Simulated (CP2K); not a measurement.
# C2H6Sn (SnMe2) at GFN0-xTB

What is the energy change on altering one bond length of C2H6Sn (SnMe2) at GFN0-xTB? 

Program for the calculation: CP2K 2026.2.

1 further run of the same task is left out (set aside as unsound or not needed).

### 1 The molecule

C2H6Sn: 9 atoms, total charge 0, spin state singlet. As SMILES, `[CH3][Sn][CH3]`. The shape comes from GFN2-xTB, which is rough for such elements, and wasn't checked as a minimum.

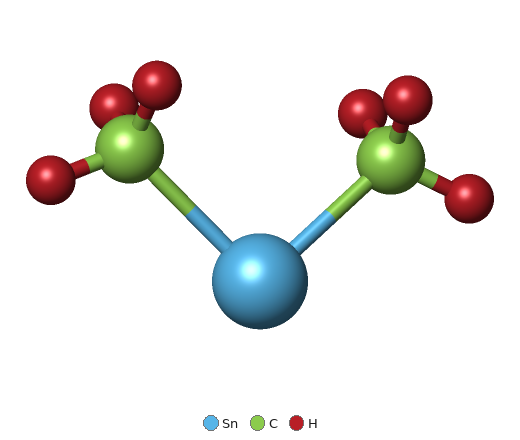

Viewed from a chosen angle; tin blue, carbon green, hydrogen red.

### 2 Energy and forces at GFN0-xTB

The input, molecule.xyz:

```xyz
9

Sn     0.004570     0.016780    -1.569630
C      1.646850    -0.015650    -0.015360
H      1.574300    -0.912720     0.599410
H      1.558260     0.838000     0.656210
H      2.649450     0.008040    -0.440140
C     -1.646690     0.014410    -0.022980
H     -1.590800     0.911940     0.592950
H     -1.546150    -0.837260     0.649190
H     -2.649800    -0.023540    -0.449640
```

The input, calc.py:

```python
import numpy as np
from ase.io import read
from ase.calculators.cp2k import CP2K

atoms = read("molecule.xyz")
atoms.set_cell([15.3, 11.8, 12.2])
atoms.center()
template = """
&FORCE_EVAL
 METHOD QS
 &DFT
  &QS
   METHOD XTB
   EPS_DEFAULT 1.0E-10
   &XTB
    GFN_TYPE 0
    CHECK_ATOMIC_CHARGES F
   &END XTB
  &END QS
  ! isolated system
  &POISSON
   PERIODIC NONE
   POISSON_SOLVER ANALYTIC
  &END POISSON
  &SCF
   SCF_GUESS ATOMIC
   EPS_SCF 1.0E-06
   MAX_SCF 150
   ADDED_MOS 8
   &DIAGONALIZATION
    ALGORITHM STANDARD
   &END DIAGONALIZATION
   &MIXING
    METHOD DIRECT_P_MIXING
    ALPHA 0.4
   &END MIXING
   &SMEAR ON
    METHOD FERMI_DIRAC
    ELECTRONIC_TEMPERATURE [K] 300
   &END SMEAR
  &END SCF
  ! extra output
  &PRINT
   &MOMENTS
    PERIODIC F
    REFERENCE COM
    MAX_MOMENT 1
   &END MOMENTS
   &MO ON
    ENERGIES T
    OCCUPATION_NUMBERS T
    NDIGITS 6
    &EACH
     QS_SCF 0
    &END EACH
    ADD_LAST NUMERIC
   &END MO
   &HIRSHFELD OFF
   &END HIRSHFELD
  &END PRINT
 &END DFT
 ! structure
 &SUBSYS
 &END SUBSYS
&END FORCE_EVAL
"""
calculator = CP2K(command="cp2k.psmp -s", label="run", inp=template, basis_set=None, basis_set_file=None, potential_file=None, pseudo_potential=None, xc=None, cutoff=None, max_scf=None, charge=None, uks=False,
            force_eval_method=None, print_level="LOW", poisson_solver=None, stress_tensor=False)
atoms.calc = calculator
e = atoms.get_potential_energy()
f = atoms.get_forces()
print(f"energy = {e:.6f} eV")
print("forces (eV/angstrom):")
for s, v in zip(atoms.get_chemical_symbols(), f):
    print(f"{s:2s} {v[0]:10.5f} {v[1]:10.5f} {v[2]:10.5f}")
```

Launch:

```
$ OMP_NUM_THREADS=1 python calc.py
```

The program printed:

```text
energy = -269.615446 eV
forces (eV/angstrom):
Sn   -0.01091    0.00024   -0.01476
C    -0.34699    0.01232   -0.14751
H     0.01400   -0.09531    0.09413
H     0.00960    0.09016    0.10798
H     0.06619   -0.00335   -0.04528
C     0.30506   -0.00822   -0.16151
H    -0.01109    0.10140    0.09353
H    -0.01237   -0.09580    0.10545
H    -0.01349   -0.00144   -0.03203
```

run.out (excerpt; [...] marks lines left out):

```text
CP2K| version string:                                       CP2K version 2026.2
[...]
 GLOBAL| Method name                                                        CP2K
[...]
 GLOBAL| Run type                                                   ENERGY_FORCE
[...]
 *** WARNING in qs_kind_types.F:2330 :: Information provided in the input ***
 *** file regarding BASIS for KIND <Sn> will be ignored!                  ***
 *** WARNING in qs_kind_types.F:2330 :: Information provided in the input ***
 *** file regarding BASIS for KIND <C> will be ignored!                   ***
 *** WARNING in qs_kind_types.F:2330 :: Information provided in the input ***
 *** file regarding BASIS for KIND <H> will be ignored!                   ***
[...]
                             - Atoms:                                          9
[...]
                             - Spherical basis functions:                     29
[...]
 Number of electrons:                                                         18
[...]
  Fermi energy:                                                -0.33754918220704
[...]
 TB_DIPOLE| Moment [Debye]          0.01445797       0.03043883      -2.41180034
 TB_DIPOLE| Derivative [a.u.]       0.00000000       0.00000000       0.00000000
[...]
 ENERGY| Total FORCE_EVAL ( QS ) energy [hartree]             -9.908185772578390
[...]
```

Wall time 1.4 s (1 thread of Intel Xeon 6975P-C (Granite Rapids), shared host); peak memory 0.19 GiB.

### 3 The distorted shape, same level

The input, molecule.xyz:

```xyz
9

Sn     0.035579    -0.282018    -1.804696
C      1.677859    -0.314448    -0.250426
H      1.605309    -1.211518     0.364344
H      1.558260     0.838000     0.656210
H      2.680459    -0.290758    -0.675206
C     -1.615681    -0.284388    -0.258046
H     -1.559791     0.613142     0.357884
H     -1.515141    -1.136058     0.414124
H     -2.618791    -0.322338    -0.684706
```

The input, cp2k_ase.py:

```python
import numpy as np
from ase.io import read
from ase.calculators.cp2k import CP2K

atoms = read("molecule.xyz")
atoms.set_cell([15.3, 12.0, 12.5])
atoms.center()
inp = """
&FORCE_EVAL
    METHOD QS
    &DFT
        CHARGE 0
        MULTIPLICITY 1
        &QS
            METHOD XTB
            EPS_DEFAULT 1.0E-10
            &XTB
                GFN_TYPE 0
                CHECK_ATOMIC_CHARGES F
            &END XTB
        &END QS
        # cluster boundary conditions
        &POISSON
            PERIODIC NONE
            POISSON_SOLVER ANALYTIC
        &END POISSON
        # self-consistent field
        &SCF
            SCF_GUESS ATOMIC
            EPS_SCF 1.0E-06
            MAX_SCF 150
            ADDED_MOS 8
            &DIAGONALIZATION
                ALGORITHM STANDARD
            &END DIAGONALIZATION
            &MIXING
                METHOD DIRECT_P_MIXING
                ALPHA 0.4
            &END MIXING
            &SMEAR ON
                METHOD FERMI_DIRAC
                ELECTRONIC_TEMPERATURE [K] 300
            &END SMEAR
        &END SCF
        # extra output
        &PRINT
            &MOMENTS
                PERIODIC F
                REFERENCE COM
                MAX_MOMENT 1
            &END MOMENTS
            &MO ON
                ENERGIES T
                OCCUPATION_NUMBERS T
                NDIGITS 6
                &EACH
                    QS_SCF 0
                &END EACH
                ADD_LAST NUMERIC
            &END MO
            &HIRSHFELD OFF
            &END HIRSHFELD
        &END PRINT
    &END DFT
    &SUBSYS
    &END SUBSYS
&END FORCE_EVAL
"""
cp2k = CP2K(command="cp2k.psmp -s", label="job", inp=inp, basis_set=None, basis_set_file=None, potential_file=None, pseudo_potential=None, xc=None, cutoff=None, max_scf=None, charge=None, uks=False,
            force_eval_method=None, print_level="LOW", poisson_solver=None, stress_tensor=False)
atoms.calc = cp2k
print("E / eV:", round(atoms.get_potential_energy(), 6))
forces = atoms.get_forces()
print(np.array2string(forces, precision=5, suppress_small=True))
print("largest force / (eV/A): %.4f" % np.linalg.norm(forces, axis=1).max())
```

Launch:

```
$ OMP_NUM_THREADS=1 python cp2k_ase.py
```

The program printed:

```text
E / eV: -268.597906
[[ 0.07167  0.11002  0.20927]
 [-0.7559   2.08783  1.24156]
 [ 0.00846  0.21385  0.35579]
 [ 0.38508 -2.73648 -2.04031]
 [ 0.05176  0.32103  0.24838]
 [ 0.27546  0.00646 -0.17852]
 [-0.01246  0.09951  0.09253]
 [-0.0059  -0.09714  0.09931]
 [-0.01817 -0.00507 -0.02802]]
largest force / (eV/A): 3.4350
```

job.out (excerpt; [...] marks lines left out):

```text
CP2K| version string:                                       CP2K version 2026.2
[...]
 GLOBAL| Method name                                                        CP2K
[...]
 GLOBAL| Run type                                                   ENERGY_FORCE
[...]
 *** WARNING in qs_kind_types.F:2330 :: Information provided in the input ***
 *** file regarding BASIS for KIND <Sn> will be ignored!                  ***
 *** WARNING in qs_kind_types.F:2330 :: Information provided in the input ***
 *** file regarding BASIS for KIND <C> will be ignored!                   ***
 *** WARNING in qs_kind_types.F:2330 :: Information provided in the input ***
 *** file regarding BASIS for KIND <H> will be ignored!                   ***
[...]
                             - Atoms:                                          9
[...]
                             - Spherical basis functions:                     29
[...]
 Number of electrons:                                                         18
[...]
  Fermi energy:                                                -0.33980642896310
[...]
 TB_DIPOLE| Moment [Debye]          0.19708505      -0.44653645      -2.65259181
 TB_DIPOLE| Derivative [a.u.]       0.00000000       0.00000000       0.00000000
[...]
 ENERGY| Total FORCE_EVAL ( QS ) energy [hartree]             -9.870791856968655
[...]
```

It took 1.4 s on 1 thread of Intel Xeon 6975P-C (Granite Rapids), shared host; peak memory 0.19 GiB.

### 4 What came out

At GFN0-xTB:

| quantity | value |
| --- | --- |
| first shape: total energy | -9.90819 Eh |
| first shape: dipole moment (from atomic charges alone) | 2.41 D |
| first shape: HOMO energy | -11.45 eV |
| first shape: LUMO energy | -8.29 eV |
| first shape: HOMO–LUMO gap | 3.16 eV |
| first shape: dispersion energy | -4.32 kJ/mol |
| distorted shape: total energy | -9.87079 Eh |
| distorted shape: dipole moment (from atomic charges alone) | 2.70 D |
| distorted shape: HOMO energy | -11.46 eV |
| distorted shape: LUMO energy | -8.35 eV |
| distorted shape: HOMO–LUMO gap | 3.11 eV |
| distorted shape: dispersion energy | -4.83 kJ/mol |
| energy change with the C2–H4 bond stretched from 1.090 to 1.471 Å | 1.018 eV |

**Reading.** With the C2–H4 bond stretched from 1.090 to 1.471 Å the energy rises by 1.02 eV (23 kcal/mol). The first shape isn't relaxed at this level, so the change isn't measured from a minimum. The dipole (first shape) comes from point charges on the atoms alone, without atomic dipoles, so it is partial. The dipole (distorted shape) comes from point charges on the atoms alone, without atomic dipoles, so it is partial.
